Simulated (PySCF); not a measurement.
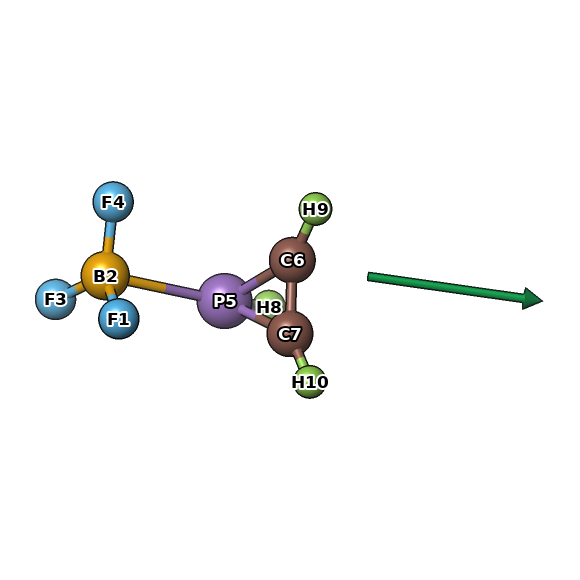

The arrow beside the molecule shows the direction of the dipole moment, from the negative to the positive end (its length means nothing). The computed structure is the end point of a GFN2-xTB optimisation. No frequency run is at hand to confirm it as a minimum. Properties computed with CAM-B3LYP/def2-SVPD, gas phase (PySCF 2.14.0).

Question: How large is the dipole moment?

Answer: 4.15 D; it points from the side of F3 to the side of H10 (the outermost atoms at the two ends).

The geometry is semi-empirical. Around B, P such bond lengths and angles can be off by a tenth of an ångström or more and by several degrees, and values that hang on the shape move with them.
